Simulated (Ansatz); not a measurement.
Start from BN in the rock salt structure (space group Fm-3m, No. 225; a = 3.503 Å; a hypothetical phase, not in the database extracts checked).

It is then changed as follows: a hydrostatic pressure of 5 GPa.

Computed with Ansatz (an electronic-structure program) PBE, without spin-orbit coupling.

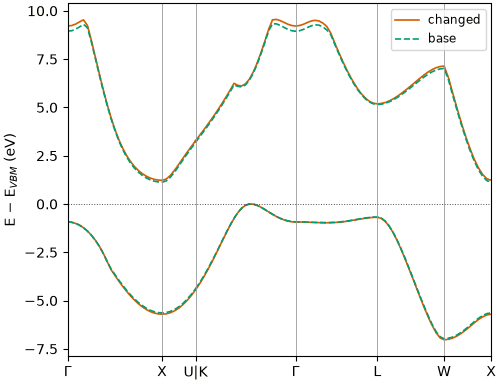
Figure. Highest valence and lowest conduction band along the path, each from its own valence-band maximum

### Question
From the figure, how large is the changed gap, and is it direct?

### Answer
About 1.2 eV, indirect, K–Γ (54 % along) → X.

Load acts through the strain it causes; cell and atoms are relaxed under it. Stability against distortions was not tested. No other phases were tried under pressure.
